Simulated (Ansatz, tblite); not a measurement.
# BMe2(iPr) (C₅H₁₃B): spin states and exact exchange

Is the singlet the ground state of BMe2(iPr) (C₅H₁₃B)? Other spin states are computed and compared level by level.

Program: Ansatz 0.2.0, Gaussian basis. Level of theory: as each input shows. These are calculated values, not measurements.

Levels to be run: triplet, at the geometry of the singlet (GFN1-xTB, GFN2-xTB, PBE0-D4/def2-TZVP, PBE-D4/def2-TZVP, r2SCAN-D4/def2-TZVP); the singlet's energies come from earlier runs.

3 further runs of the same task are left out: 1 that didn't finish, 2 set aside as unsound or not needed.

## (1) The relaxed structure

The singlet was relaxed beforehand with PBE-D4/def2-SVP.

19 atoms, charge 0, spin multiplicity 1.

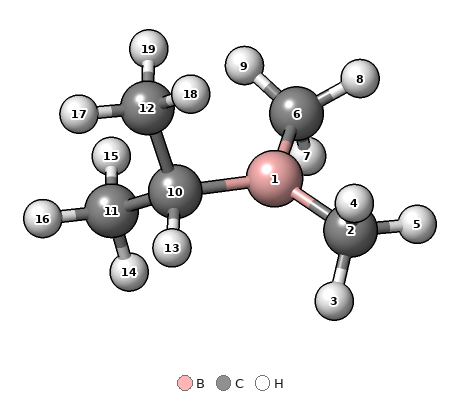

The structure; boron pink, carbon grey, hydrogen white; atoms are numbered from 1 in the order of the file.

## (2) Triplet at the fixed geometry, GFN1-xTB

Tight binding, by tblite at 300 K electronic temperature and without a spin-polarisation term:

```python
tblite.interface.Calculator('GFN1-xTB', numbers, positions, charge=0, uhf=2).singlepoint()
```

Energy -512.4250 eV; 0.01 s.

## (3) Triplet at the fixed geometry, GFN2-xTB

Tight binding, by tblite at 300 K electronic temperature and without a spin-polarisation term:

```python
tblite.interface.Calculator('GFN2-xTB', numbers, positions, charge=0, uhf=2).singlepoint()
```

Energy -499.6268 eV; 0.007 s.

## (4) Triplet at the fixed geometry, PBE0-D4/def2-TZVP

The input, in.yaml:

```yaml
crystal:
  periodic: [false, false, false]
  atoms:
    - {symbol: B, position_ang: [0.602569, 0.509337, -0.066606]}
    - {symbol: C, position_ang: [2.179479, 0.505173, -0.047534]}
    - {symbol: H, position_ang: [2.603086, -0.188956, -0.805299]}
    - {symbol: H, position_ang: [2.488632, 0.069818, 0.932868]}
    - {symbol: H, position_ang: [2.671174, 1.494038, -0.138982]}
    - {symbol: C, position_ang: [-0.190591, 1.871682, -0.033210]}
    - {symbol: H, position_ang: [-0.160574, 2.261308, -1.079745]}
    - {symbol: H, position_ang: [0.309742, 2.652702, 0.576529]}
    - {symbol: H, position_ang: [-1.260019, 1.809503, 0.250406]}
    - {symbol: C, position_ang: [-0.180072, -0.879432, -0.092032]}
    - {symbol: C, position_ang: [-1.272004, -0.928472, -1.174933]}
    - {symbol: C, position_ang: [-0.784263, -1.111969, 1.310001]}
    - {symbol: H, position_ang: [0.539544, -1.706873, -0.286969]}
    - {symbol: H, position_ang: [-0.854648, -0.797557, -2.195246]}
    - {symbol: H, position_ang: [-2.030969, -0.131645, -1.024509]}
    - {symbol: H, position_ang: [-1.812160, -1.899935, -1.161642]}
    - {symbol: H, position_ang: [-1.318877, -2.085444, 1.358542]}
    - {symbol: H, position_ang: [-0.010747, -1.121995, 2.106595]}
    - {symbol: H, position_ang: [-1.519293, -0.321293, 1.571775]}
basis:
  gaussian: {orbitals: def2-TZVP}
magnetization: {spin_polarized: true, initial_magnetization: 2}
hamiltonian: {xc: pbe0, dispersion: d4}
scf: {omitted_lower_state_checks: [starts]}
output: {orbitals: {seedname: orbitals}}
```

The run is started by

```console
> ansatz run in.yaml --threads 4 --pin off --events-out ev --progress --plain --max-ram 4787MiB
```

The program printed:

```text
Functional definition: PBE0
  name "PBE0"
  cite "Adamo & Barone, J. Chem. Phys. 110, 6158 (1999) doi:10.1063/1.478522"
  cite "Perdew, Burke & Ernzerhof, Phys. Rev. Lett. 77, 3865 (1996) doi:10.1103/PhysRevLett.77.3865"
  parent pbe
  parameter a = 0.25
  parameter kappa = 0.804
  parameter beta = 0.06672455060314922
  exchange = (1 - a)*pbe_x(kappa = kappa, mu = beta*pi^2/3) + a*exact_x
  correlation = pbe_c(beta = beta)
these checks for a lower state are left out or cut short: starts
1641 factors; their error is unknown
mean field evaluation 1: about -6046.9817 eV, gradient 5.7e1 eV
mean field evaluation 2: about -6027.9890 eV, gradient 7.6e1 eV
mean field evaluation 4: about -6063.0522 eV, gradient 3.8e0 eV
mean field evaluation 8: about -6063.1515 eV, gradient 2.8e-1 eV
mean field evaluation 16: about -6063.1233 eV, gradient 1.3e-2 eV
mean field -6063.12326878 eV, -222.8156703950 hartree, gradient 1.6e-5 eV, S^2 2.005738; 0 other end points of the search recorded, 0 dependent functions left out
reference -6063.12330969 eV, -222.8156718985 hartree; 25, 23 occupied and 239, 241 virtual orbitals, 1641 factors
Total energy: -6063.45075760 eV, -222.8277053874 hartree
Checks for a lower state left out: starts
```

Wall time 12 s (4 threads of Arm Neoverse V1, shared host); peak memory 1 GiB.

HOMO -2.51 eV, LUMO -5.61 eV (over both spins; with the spin held, an empty level of the minority spin lies below the top filled one); ⟨S²⟩ 2.006 (pure: 2.00).

## (5) Triplet at the fixed geometry, PBE-D4/def2-TZVP

start.molden holds the orbitals of an earlier run on this state, given as this run's starting guess.

Edit in.yaml of step 4 so:

```diff
@@ -23,5 +23,5 @@
 basis:
-  gaussian: {orbitals: def2-TZVP}
+  gaussian: {orbitals: def2-TZVP, initial_orbitals: start.molden}
 magnetization: {spin_polarized: true, initial_magnetization: 2}
-hamiltonian: {xc: pbe0, dispersion: d4}
+hamiltonian: {xc: pbe, dispersion: d4}
 scf: {omitted_lower_state_checks: [starts]}
```

Same command.

The program printed:

```text
Functional definition: PBE
  name "PBE"
  cite "Perdew, Burke & Ernzerhof, Phys. Rev. Lett. 77, 3865 (1996) doi:10.1103/PhysRevLett.77.3865"
  parent pbe
  parameter kappa = 0.804
  parameter beta = 0.06672455060314922
  exchange = pbe_x(kappa = kappa, mu = beta*pi^2/3)
  correlation = pbe_c(beta = beta)
these checks for a lower state are left out or cut short: starts
1641 factors; their error is unknown
mean field evaluation 1: about -6061.9907 eV, gradient 6.6e0 eV
mean field evaluation 2: about -6062.1269 eV, gradient 1.6e-1 eV
mean field evaluation 4: about -6062.0764 eV, gradient 3.8e-3 eV
mean field evaluation 8: about -6062.0763 eV, gradient 7.7e-6 eV
mean field -6062.07634441 eV, -222.7771966341 hartree, gradient 7.7e-6 eV, S^2 2.004112; 0 other end points of the search recorded, 0 dependent functions left out
reference -6062.07639996 eV, -222.7771986756 hartree; 25, 23 occupied and 239, 241 virtual orbitals, 1641 factors
Total energy: -6062.46166731 eV, -222.7913569897 hartree
Checks for a lower state left out: starts
```

Run time: 7 s. Hardware: 4 threads of Arm Neoverse V1, shared host.

HOMO -1.54 eV, LUMO -6.42 eV (over both spins; with the spin held, an empty level of the minority spin lies below the top filled one); ⟨S²⟩ 2.004 (pure: 2.00).

## (6) Triplet at the fixed geometry, r2SCAN-D4/def2-TZVP

Edit in.yaml of step 5 so:

```diff
@@ -25,3 +25,3 @@
 magnetization: {spin_polarized: true, initial_magnetization: 2}
-hamiltonian: {xc: pbe, dispersion: d4}
+hamiltonian: {xc: r2scan, dispersion: d4}
 scf: {omitted_lower_state_checks: [starts]}
```

Same command.

The program printed:

```text
Functional definition: r2SCAN
  name "r2SCAN"
  cite "Furness, Kaplan, Ning, Perdew & Sun, J. Phys. Chem. Lett. 11, 8208 (2020) doi:10.1021/acs.jpclett.0c02405"
  cite "Furness, Kaplan, Ning, Perdew & Sun, J. Phys. Chem. Lett. 11, 9248 (2020) doi:10.1021/acs.jpclett.0c03077"
  parent r2scan
  parameter k0 = 0.174
  parameter k1 = 0.065
  parameter a1 = 4.9479
  exchange = r2scan_x(k0 = k0, k1 = k1, a1 = a1)
  correlation = r2scan_c
these checks for a lower state are left out or cut short: starts
1641 factors; their error is unknown
mean field evaluation 1: about -6067.1729 eV, gradient 3.8e0 eV
mean field evaluation 2: about -6067.2289 eV, gradient 6.4e-2 eV
mean field evaluation 4: about -6067.1780 eV, gradient 1.2e-3 eV
mean field evaluation 8: about -6067.1780 eV, gradient 1.6e-5 eV
mean field -6067.17797086 eV, -222.9646779481 hartree, gradient 1.6e-5 eV, S^2 2.008800; 0 other end points of the search recorded, 0 dependent functions left out
reference -6067.17798864 eV, -222.9646786014 hartree; 25, 23 occupied and 239, 241 virtual orbitals, 1641 factors
Total energy: -6067.28404197 eV, -222.9685759895 hartree
Checks for a lower state left out: starts
```

Wall time 12 s (4 threads of Arm Neoverse V1, shared host).

HOMO -1.78 eV, LUMO -6.26 eV (over both spins; with the spin held, an empty level of the minority spin lies below the top filled one); ⟨S²⟩ 2.009 (pure: 2.00).

## (7) Triplet less singlet, vertical

The singlet's energies are those of its earlier runs, whose logs aren't repeated here.

| level | triplet less singlet, vertical (kcal/mol) | time |
| --- | --- | --- |
| GFN1-xTB | +121.1 | 0.019 s |
| GFN2-xTB | +115.9 | 0.013 s |
| PBE-D4/def2-TZVP | +115.1 | 10 s |
| r2SCAN-D4/def2-TZVP | +116.8 | 19 s |
| PBE0-D4/def2-TZVP | +122.4 | 16 s |

Times add the two runs; a level without a time comes out of a correlated run. Tight binding without a spin term can't rank spin states.

## (8) Results

| quantity | value |
| --- | --- |
| triplet less singlet, vertical, functionals in def2-TZVP | +115.1 (PBE-D4) to +122.4 kcal/mol (PBE0-D4) |

All functionals put the triplet above the singlet, over a spread of 7.2 kcal/mol. The checks for a lower triplet were left out, so another state of that spin may lie lower. These are electronic energies, without zero-point motion, entropy or surroundings.
